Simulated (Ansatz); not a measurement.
# GePH₃ (triplet): one geometry, many settings

What do other methods and options give for GePH₃ (triplet) at this geometry, and how long do they take?

Computed with Ansatz 0.2.0, Gaussian basis. Level: the settings change from run to run.

22 further runs of the same task are left out: 5 that didn't finish, 17 set aside as unsound or not needed. Runs told in other sessions of the task aren't counted.

### Step 1. The system

The geometry is a PBE0/def2-TZVP stationary point (not a proven minimum). No spin-orbit coupling is included. The filled d shell of Ge may be among the frozen orbitals whatever the setting's name suggests.

5 atoms, charge 0, spin multiplicity 3.

Atoms are counted from 1 here; the program's logs count them from 0.

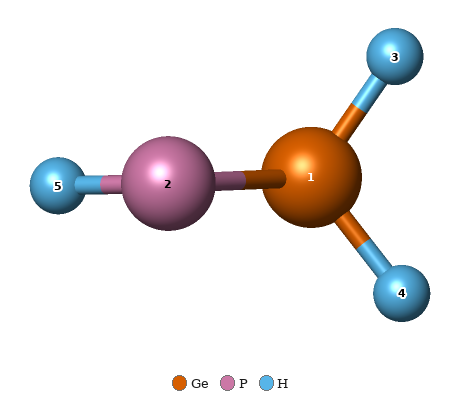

The geometry (germanium orange, phosphorus pink, hydrogen blue); atoms are numbered from 1 in the order of the file.

### Step 2. BCCD/def2-SVP

in.yaml reads:

```yaml
crystal:
  periodic: [false, false, false]
  atoms:
    - {symbol: Ge, position_ang: [-0.052048, 0.000000, 0.683893]}
    - {symbol: P, position_ang: [0.120362, 0.000000, -1.625284]}
    - {symbol: H, position_ang: [0.668361, -1.247634, 1.257545]}
    - {symbol: H, position_ang: [0.668346, 1.247644, 1.257544]}
    - {symbol: H, position_ang: [-1.284444, -0.000008, -1.857119]}
basis:
  gaussian: {orbitals: def2-SVP}
magnetization: {spin_polarized: false, initial_magnetization: 2}
hamiltonian: {xc: {name: PBE0}}
correlation: {method: bccd, electrons: outside_noble_gas, diis_vectors: 12}
```

On the command line:

```bash
$ ansatz run in.yaml --threads 1 --pin off --events-out ev --progress --plain --max-ram 2393MiB
```

Standard output (excerpt; [...] marks lines left out):

```text
Functional definition: PBE0
  name "PBE0"
  cite "Adamo & Barone, J. Chem. Phys. 110, 6158 (1999) doi:10.1063/1.478522"
  cite "Perdew, Burke & Ernzerhof, Phys. Rev. Lett. 77, 3865 (1996) doi:10.1103/PhysRevLett.77.3865"
  parent pbe
[...]
626 factors; integrals over basis functions are off by at most 1.3e-3 eV
[...]
mean field -65833.01969072 eV, -2419.3188504104 hartree, gradient 3.5e-6 eV, S^2 2.000000; 0 other end points of the search recorded, 0 dependent functions left out
19 core orbitals not correlated: weight in the atoms' cores, before any rotation towards them, 0.999 or more for the frozen orbitals, at most 0.000 for the correlated occupied ones
reference -65781.00997807 eV, -2417.4075287242 hartree; 7, 5 occupied and 39, 41 virtual orbitals, 626 factors
second order -5.22741197 eV of doubles, -0.29590696 eV of singles
cycle   1  -6.16201406 eV  change   -6.4e-1 eV  update   6.5e-2
[...]
cycle  10  -6.41279896 eV  change    3.9e-6 eV  update   1.1e-5
Total energy: -65787.42277703 eV, -2417.6431947392 hartree
```

It took 4.1 s on 1 thread of Arm Neoverse V1, shared host.

From the report: correlation -6.4128 eV; largest double amplitude 0.05.

### Step 3. MRCISD+Q(2,4)/6-31G

in.yaml, as its differences from that of step 2:

```diff
@@ -9,5 +9,4 @@
 basis:
-  gaussian: {orbitals: def2-SVP}
+  gaussian: {orbitals: 6-31G}
 magnetization: {spin_polarized: false, initial_magnetization: 2}
-hamiltonian: {xc: {name: PBE0}}
-correlation: {method: bccd, electrons: outside_noble_gas, diis_vectors: 12}
+correlation: {method: fic_mrcisd_q, electrons: outside_noble_gas, active_space: {window: {electrons: 2, orbitals: 4}}}
```

The command is unchanged.

Standard output (excerpt; [...] marks lines left out):

```text
Functional definition: HF
  name "HF"
  cite "Fock, Z. Phys. 61, 126 (1930) doi:10.1007/BF01340294"
  parent pbe
[...]
486 factors; integrals over basis functions are off by at most 3.8e-4 eV
[...]
mean field -65780.69469733 eV, -2417.3959423707 hartree, gradient 1.8e-6 eV, S^2 2.000000; 0 other end points of the search recorded, 0 dependent functions left out
reference -65780.69469733 eV, -2417.3959423707 hartree; 26, 24 occupied and 22, 24 virtual orbitals, 486 factors
state -65780.70467005 eV, -2417.3963088612 hartree
contracted CI cycle   1: correlation 0.00000000 eV, 0.0000000000 hartree, residual 1.16e1 eV
contracted CI cycle   2: correlation -2.81831735 eV, -0.1035712522 hartree, residual 2.34e0 eV
contracted CI cycle   3: correlation -2.97061785 eV, -0.1091681925 hartree, residual 7.19e-1 eV
contracted CI cycle   4: correlation -2.98533189 eV, -0.1097089236 hartree, residual 2.29e-1 eV
contracted CI cycle   5: correlation -2.98700075 eV, -0.1097702530 hartree, residual 8.73e-2 eV
contracted CI cycle   6: correlation -2.98723078 eV, -0.1097787065 hartree, residual 3.06e-2 eV
contracted CI cycle   7: correlation -2.98725986 eV, -0.1097797749 hartree, residual 1.09e-2 eV
contracted CI cycle   8: correlation -2.98726348 eV, -0.1097799082 hartree, residual 3.94e-3 eV
contracted CI cycle   9: correlation -2.98726393 eV, -0.1097799247 hartree, residual 1.41e-3 eV
contracted CI cycle  10: correlation -2.98726399 eV, -0.1097799268 hartree, residual 5.00e-4 eV
state -65780.70467005 eV, -2417.3963088612 hartree; corrected -65783.94752367 eV, -2417.5154815338 hartree
Total energy: -65783.94752367 eV, -2417.5154815338 hartree
```

Run time: 3.3 s. Hardware: 1 thread of Arm Neoverse V1, shared host.

From the report: 8 determinants; active occupations 1.00, 1.00, 0.00, 0.00.

### Step 4. CCSD(T) on UHF/cc-pVDZ

in.yaml, as its differences from that of step 3:

```diff
@@ -9,4 +9,6 @@
 basis:
-  gaussian: {orbitals: 6-31G}
-magnetization: {spin_polarized: false, initial_magnetization: 2}
-correlation: {method: fic_mrcisd_q, electrons: outside_noble_gas, active_space: {window: {electrons: 2, orbitals: 4}}}
+  gaussian: {orbitals: cc-pVDZ}
+magnetization: {spin_polarized: true, initial_magnetization: 2}
+correlation: {method: ccsd_t, electrons: outside_noble_gas}
+scf: {lower_state_search: off}
+output: {forces: true}
```

Same command.

Standard output (excerpt; [...] marks lines left out):

```text
Functional definition: HF
  name "HF"
  cite "Fock, Z. Phys. 61, 126 (1930) doi:10.1007/BF01340294"
  parent pbe
[...]
651 factors; integrals over basis functions are off by at most 9.7e-4 eV
[...]
mean field -65790.91097613 eV, -2417.7713836917 hartree, gradient 3.3e-6 eV, S^2 2.018975; 0 other end points of the search recorded, 0 dependent functions left out
19 core orbitals not correlated: weight in the atoms' cores, before any rotation towards them, 0.999 or more for the frozen orbitals, at most 0.000 for the correlated occupied ones
reference -65790.91097613 eV, -2417.7713836917 hartree; 7, 5 occupied and 34, 36 virtual orbitals, 651 factors
second order -4.91391683 eV of doubles, -0.00000000 eV of singles
cycle   1  -5.70395462 eV  change   -7.9e-1 eV  update   7.3e-2
[...]
cycle  13  -6.02201238 eV  change    2.7e-6 eV  update   1.1e-6
perturbative correction -0.16872144 eV, -0.0062003986 hartree
[...]
Total energy: -65797.10170995 eV, -2417.9988889632 hartree
Atom 0 at    -0.052048     0.000000     0.683893 Å, force    -0.120333    -0.000001     0.401746 eV/Å
Atom 1 at     0.120362     0.000000    -1.625284 Å, force     0.266347     0.000001    -0.462356 eV/Å
Atom 2 at     0.668361    -1.247634     1.257545 Å, force     0.050924    -0.087070     0.058277 eV/Å
Atom 3 at     0.668346     1.247644     1.257544 Å, force     0.050923     0.087071     0.058277 eV/Å
Atom 4 at    -1.284444    -0.000008    -1.857119 Å, force    -0.247860    -0.000002    -0.055944 eV/Å
Dipole moment:    -0.136161    -0.000001     0.011992 e Å
Checks for a lower state left out: starts, cluster_reference, orbital_swaps, neighbouring_geometries, increment
```

Run time: 5.5 s. Hardware: 1 thread of Arm Neoverse V1, shared host.

From the report: ⟨S²⟩ of the determinant 2.019 (pure triplet: 2.00); correlation -6.1907 eV; T1 0.017; largest double amplitude 0.05.

### Step 5. CCSD on UHF/6-31G

in.yaml, as its differences from that of step 4:

```diff
@@ -9,6 +9,6 @@
 basis:
-  gaussian: {orbitals: cc-pVDZ}
+  gaussian: {orbitals: 6-31G}
 magnetization: {spin_polarized: true, initial_magnetization: 2}
-correlation: {method: ccsd_t, electrons: outside_noble_gas}
-scf: {lower_state_search: off}
-output: {forces: true}
+hamiltonian: {pseudopotentials: {relativity: scalar}}
+correlation: {method: ccsd, electrons: all}
+scf: {lower_state_search: light}
```

Same command.

Standard output (excerpt; [...] marks lines left out):

```text
Functional definition: HF
  name "HF"
  cite "Fock, Z. Phys. 61, 126 (1930) doi:10.1007/BF01340294"
  parent pbe
[...]
492 factors; integrals over basis functions are off by at most 3.7e-4 eV
[...]
mean field -66273.39905866 eV, -2435.5024936825 hartree, gradient 2.7e-6 eV, S^2 2.011839; 1 other end points of the search recorded, 0 dependent functions left out
determinant -66273.39905866 eV, -2435.5024936825 hartree, with singles and doubles -66281.69890266 eV, -2435.8075073238 hartree
determinant -66271.12660816 eV, -2435.4189826670 hartree, with singles and doubles -66279.34956571 eV, -2435.7211707831 hartree
reference -66273.39905866 eV, -2435.5024936825 hartree; 26, 24 occupied and 22, 24 virtual orbitals, 492 factors
second order -8.09091157 eV of doubles, -0.00000000 eV of singles
cycle   1  -8.29825971 eV  change    1.6e-3 eV  update   9.2e-4
[...]
cycle   6  -8.29871472 eV  change   -2.2e-6 eV  update   1.4e-5
Total energy: -66281.69777339 eV, -2435.8074658235 hartree
Relativity: scalar
```

Run time: 7.5 s. Hardware: 1 thread of Arm Neoverse V1, shared host.

From the report: ⟨S²⟩ of the determinant 2.012 (pure triplet: 2.00); correlation -8.2987 eV; T1 0.008; largest double amplitude 0.05.

### Step 6. BCCD on UHF/6-31G

in.yaml, as its differences from that of step 5:

```diff
@@ -11,4 +11,2 @@
 magnetization: {spin_polarized: true, initial_magnetization: 2}
-hamiltonian: {pseudopotentials: {relativity: scalar}}
-correlation: {method: ccsd, electrons: all}
-scf: {lower_state_search: light}
+correlation: {method: bccd, electrons: outside_noble_gas}
```

The command is unchanged.

Standard output (excerpt; [...] marks lines left out):

```text
Functional definition: HF
  name "HF"
  cite "Fock, Z. Phys. 61, 126 (1930) doi:10.1007/BF01340294"
  parent pbe
[...]
486 factors; integrals over basis functions are off by at most 3.8e-4 eV
[...]
mean field -65780.75767845 eV, -2417.3982568840 hartree, gradient 5.5e-6 eV, S^2 2.010953; 1 other end points of the search recorded, 0 dependent functions left out
determinant -65780.75767845 eV, -2417.3982568840 hartree, with singles and doubles -65783.89120414 eV, -2417.5134118291 hartree
determinant -65778.51869819 eV, -2417.3159758771 hartree, with singles and doubles -65781.57707482 eV, -2417.4283691454 hartree
19 core orbitals not correlated: weight in the atoms' cores, before any rotation towards them, 0.998 or more for the frozen orbitals, at most 0.001 for the correlated occupied ones
reference -65780.75767845 eV, -2417.3982568840 hartree; 7, 5 occupied and 22, 24 virtual orbitals, 486 factors
second order -2.34588849 eV of doubles, -0.00000000 eV of singles
cycle   1  -3.13073942 eV  change    2.8e-3 eV  update   4.6e-3
[...]
cycle   7  -3.12901634 eV  change   -4.0e-6 eV  update   1.4e-5
Total energy: -65783.88669479 eV, -2417.5132461135 hartree
```

It took 1.9 s on 1 thread of Arm Neoverse V1, shared host.

From the report: ⟨S²⟩ of the determinant 2.011 (pure triplet: 2.00); correlation -3.1290 eV; largest double amplitude 0.06.

### Step 7. CCSD(T)/cc-pVDZ

in.yaml, as its differences from that of step 6:

```diff
@@ -9,4 +9,5 @@
 basis:
-  gaussian: {orbitals: 6-31G}
+  gaussian: {orbitals: cc-pVDZ}
 magnetization: {spin_polarized: true, initial_magnetization: 2}
-correlation: {method: bccd, electrons: outside_noble_gas}
+hamiltonian: {xc: {name: PBE}}
+correlation: {method: ccsd_t, electrons: outside_noble_gas}
```

Launched as before.

Standard output (excerpt; [...] marks lines left out):

```text
Functional definition: PBE
  name "PBE"
  cite "Perdew, Burke & Ernzerhof, Phys. Rev. Lett. 77, 3865 (1996) doi:10.1103/PhysRevLett.77.3865"
  parent pbe
[...]
651 factors; integrals over basis functions are off by at most 9.7e-4 eV
[...]
mean field -65839.87106874 eV, -2419.5706339088 hartree, gradient 3.1e-6 eV, S^2 2.004090; 0 other end points of the search recorded, 0 dependent functions left out
19 core orbitals not correlated: weight in the atoms' cores, before any rotation towards them, 0.999 or more for the frozen orbitals, at most 0.000 for the correlated occupied ones
reference -65790.01756537 eV, -2417.7385514517 hartree; 7, 5 occupied and 34, 36 virtual orbitals, 651 factors
second order -5.32156152 eV of doubles, -0.37378001 eV of singles
cycle   1  -6.28310607 eV  change   -5.9e-1 eV  update   6.5e-2
[...]
cycle  11  -6.55200151 eV  change    8.3e-8 eV  update   6.2e-6
perturbative correction -0.19189723 eV, -0.0070520933 hartree
Total energy: -65796.76146411 eV, -2417.9863851593 hartree
```

Wall time 3.2 s (1 thread of Arm Neoverse V1, shared host).

From the report: ⟨S²⟩ of the determinant 2.004 (pure triplet: 2.00); correlation -6.7439 eV; T1 0.027; largest double amplitude 0.05. The orbitals are Kohn-Sham ones, so correlation energy and T1 don't compare with those on Hartree-Fock orbitals.

### Step 8. MRCISD+Q(relaxed)(2,3)/STO-3G

in.yaml, as its differences from that of step 7:

```diff
@@ -9,5 +9,6 @@
 basis:
-  gaussian: {orbitals: cc-pVDZ}
-magnetization: {spin_polarized: true, initial_magnetization: 2}
-hamiltonian: {xc: {name: PBE}}
-correlation: {method: ccsd_t, electrons: outside_noble_gas}
+  gaussian: {orbitals: STO-3G}
+magnetization: {spin_polarized: false, initial_magnetization: 2}
+correlation: {method: fic_mrcisd_q_relaxed, electrons: outside_noble_gas, active_space: {window: {electrons: 2, orbitals: 3}}}
+accuracy: high
+scf: {lower_state_search: full}
```

Launched as before.

Standard output (excerpt; [...] marks lines left out):

```text
Functional definition: HF
  name "HF"
  cite "Fock, Z. Phys. 61, 126 (1930) doi:10.1007/BF01340294"
  parent pbe
[...]
451 factors; integrals over basis functions are off by at most 3.5e-9 eV
[...]
mean field -65044.78660782 eV, -2390.3518188975 hartree, gradient 2.6e-8 eV, S^2 2.000000; 5 other end points of the search recorded, 0 dependent functions left out
reference -65044.78660782 eV, -2390.3518188975 hartree; 26, 24 occupied and 4, 6 virtual orbitals, 451 factors
state -65044.78660782 eV, -2390.3518188975 hartree
contracted CI cycle   1: correlation 0.00000000 eV, 0.0000000000 hartree, residual 8.23e0 eV
contracted CI cycle   2: correlation -1.94815545 eV, -0.0715933924 hartree, residual 1.44e0 eV
contracted CI cycle   3: correlation -2.01221050 eV, -0.0739473718 hartree, residual 4.25e-1 eV
contracted CI cycle   4: correlation -2.01848817 eV, -0.0741780720 hartree, residual 1.44e-1 eV
contracted CI cycle   5: correlation -2.01927262 eV, -0.0742069002 hartree, residual 4.68e-2 eV
contracted CI cycle   6: correlation -2.01935693 eV, -0.0742099985 hartree, residual 1.71e-2 eV
contracted CI cycle   7: correlation -2.01936851 eV, -0.0742104240 hartree, residual 5.53e-3 eV
contracted CI cycle   8: correlation -2.01936957 eV, -0.0742104630 hartree, residual 1.72e-3 eV
contracted CI cycle   9: correlation -2.01936968 eV, -0.0742104671 hartree, residual 4.96e-4 eV
contracted CI cycle  10: correlation -2.01936969 eV, -0.0742104673 hartree, residual 1.34e-4 eV
contracted CI cycle  11: correlation -2.01936969 eV, -0.0742104674 hartree, residual 3.99e-5 eV
contracted CI cycle  12: correlation -2.01936969 eV, -0.0742104674 hartree, residual 1.05e-5 eV
contracted CI cycle  13: correlation -2.01936969 eV, -0.0742104674 hartree, residual 2.62e-6 eV
state -65044.78660782 eV, -2390.3518188975 hartree; corrected -65046.93964933 eV, -2390.4309417135 hartree
WARN: 1 active orbitals are nearly empty or full. The corrections depend on them more than the energy does, and are more stable in an active space without them
Total energy: -65046.93964933 eV, -2390.4309417135 hartree
```

Wall time 1.3 s (1 thread of Arm Neoverse V1, shared host).

From the report: 4 determinants; active occupations 1.00, 1.00, 0.00. The report marks this result as in doubt.

### Step 9. HF (ROHF)/def2-mTZVP

in.yaml, as its differences from that of step 8:

```diff
@@ -9,6 +9,6 @@
 basis:
-  gaussian: {orbitals: STO-3G}
+  gaussian: {orbitals: def2-mTZVP}
 magnetization: {spin_polarized: false, initial_magnetization: 2}
-correlation: {method: fic_mrcisd_q_relaxed, electrons: outside_noble_gas, active_space: {window: {electrons: 2, orbitals: 3}}}
-accuracy: high
-scf: {lower_state_search: full}
+hamiltonian: {xc: hf}
+scf: {lower_state_search: light}
+output: {orbitals: {seedname: orbitals}}
```

The command is unchanged.

Standard output:

```text
Functional definition: HF
  name "HF"
  cite "Fock, Z. Phys. 61, 126 (1930) doi:10.1007/BF01340294"
  parent pbe
  exchange = exact_x
  correlation = 0
622 factors; integrals over basis functions are off by at most 8.8e-4 eV
mean field evaluation 1: about -65790.4229 eV, gradient 1.0e1 eV
mean field evaluation 2: about -65790.4239 eV, gradient 1.0e1 eV
mean field evaluation 4: about -65791.4068 eV, gradient 2.4e0 eV
mean field evaluation 8: about -65791.4287 eV, gradient 4.7e-4 eV
mean field -65791.42866006 eV, -2417.7904082253 hartree, gradient 1.9e-5 eV, S^2 2.000000; 0 other end points of the search recorded, 0 dependent functions left out
reference -65791.42866006 eV, -2417.7904082253 hartree; 26, 24 occupied and 41, 43 virtual orbitals, 622 factors
Total energy: -65791.42866006 eV, -2417.7904082253 hartree
```

Wall time 0.84 s (1 thread of Arm Neoverse V1, shared host).

### Step 10. CCSD(T)/6-31G

in.yaml, as its differences from that of step 9:

```diff
@@ -9,6 +9,6 @@
 basis:
-  gaussian: {orbitals: def2-mTZVP}
-magnetization: {spin_polarized: false, initial_magnetization: 2}
-hamiltonian: {xc: hf}
-scf: {lower_state_search: light}
-output: {orbitals: {seedname: orbitals}}
+  gaussian: {orbitals: 6-31G}
+magnetization: {spin_polarized: true, initial_magnetization: 2}
+hamiltonian: {xc: {name: r2SCAN}}
+correlation: {method: ccsd_t, electrons: outside_noble_gas}
+output: {forces: true}
```

Same command.

Standard output (excerpt; [...] marks lines left out):

```text
Functional definition: r2SCAN
  name "r2SCAN"
  cite "Furness, Kaplan, Ning, Perdew & Sun, J. Phys. Chem. Lett. 11, 8208 (2020) doi:10.1021/acs.jpclett.0c02405"
  cite "Furness, Kaplan, Ning, Perdew & Sun, J. Phys. Chem. Lett. 11, 9248 (2020) doi:10.1021/acs.jpclett.0c03077"
  parent r2scan
[...]
486 factors; integrals over basis functions are off by at most 3.8e-4 eV
[...]
mean field -65841.64152558 eV, -2419.6356969975 hartree, gradient 1.9e-6 eV, S^2 2.003340; 0 other end points of the search recorded, 0 dependent functions left out
19 core orbitals not correlated: weight in the atoms' cores, before any rotation towards them, 0.997 or more for the frozen orbitals, at most 0.001 for the correlated occupied ones
reference -65780.35403706 eV, -2417.3834233364 hartree; 7, 5 occupied and 22, 24 virtual orbitals, 486 factors
second order -2.52777835 eV of doubles, -0.22633687 eV of singles
cycle   1  -3.18295378 eV  change   -4.4e-1 eV  update   6.2e-2
[...]
cycle  12  -3.41636331 eV  change   -1.4e-6 eV  update   1.8e-6
perturbative correction -0.06408710 eV, -0.0023551577 hartree
[...]
Total energy: -65783.83448747 eV, -2417.5113275299 hartree
Atom 0 at    -0.052048     0.000000     0.683893 Å, force    -0.242472    -0.000001     1.009683 eV/Å
Atom 1 at     0.120362     0.000000    -1.625284 Å, force     0.732777     0.000004    -0.973594 eV/Å
Atom 2 at     0.668361    -1.247634     1.257545 Å, force     0.152624    -0.311549     0.160763 eV/Å
Atom 3 at     0.668346     1.247644     1.257544 Å, force     0.152620     0.311551     0.160763 eV/Å
Atom 4 at    -1.284444    -0.000008    -1.857119 Å, force    -0.795550    -0.000005    -0.357614 eV/Å
Dipole moment:    -0.194666    -0.000001     0.106838 e Å
```

It took 10 s on 1 thread of Arm Neoverse V1, shared host.

From the report: ⟨S²⟩ of the determinant 2.003 (pure triplet: 2.00); correlation -3.4805 eV; T1 0.020; largest double amplitude 0.06. The orbitals are Kohn-Sham ones, so correlation energy and T1 don't compare with those on Hartree-Fock orbitals.

### Step 11. The runs in one table

Where basis and cores are those of an earlier UCCSDT(Q)/cc-pVDZ run (-65797.1452 eV), and the records show the same count of frozen orbitals and kind of state, the miss against it is given; a blank cell means that this couldn't be shown. † marks a result that the program doubts.

```csv
level,correlated,functions,energy (eV),from UCCSDT(Q) (meV),time
BCCD/def2-SVP (on PBE0 orbitals),outside noble gas,65,-65787.4228,,4.1 s
"MRCISD+Q(2,4)/6-31G",outside noble gas,48,-65783.9475,,3.3 s
CCSD(T) on UHF/cc-pVDZ,outside noble gas,60,-65797.1017,43.5,5.5 s
CCSD on UHF/6-31G (relativity set),all,48,-66281.6978,,7.5 s
BCCD on UHF/6-31G,outside noble gas,48,-65783.8867,,1.9 s
CCSD(T)/cc-pVDZ (on PBE orbitals),outside noble gas,60,-65796.7615,383.8,3.2 s
"MRCISD+Q(relaxed)(2,3)/STO-3G †",outside noble gas,30,-65046.9396,,1.3 s
HF (ROHF)/def2-mTZVP,,67,-65791.4287,,0.84 s
CCSD(T)/6-31G (on r2SCAN orbitals),outside noble gas,48,-65783.8345,,10 s
```

### Step 12. Outcome

| quantity | value |
| --- | --- |
| runs | 9 |
| quickest | HF (ROHF)/def2-mTZVP, 0.84 s |
| slowest | CCSD(T)/6-31G (on r2SCAN orbitals), 10 s |

**Reading.** Total energies in different bases, with other cores or another treatment of relativity can't be set against each other. «valence» and «outside noble gas» are the program's key words; the logs give how many orbitals each freezes, and for Ga to Kr the 3d shell needn't follow the word's plain sense. CCSD(T)/6-31G (on r2SCAN orbitals) took 12 times as long as HF (ROHF)/def2-mTZVP; the jobs differ in more than the method. Among the correlated runs with a miss given, it spans +44 to +384 meV. Cores frozen from Kohn-Sham orbitals shift the total energy.
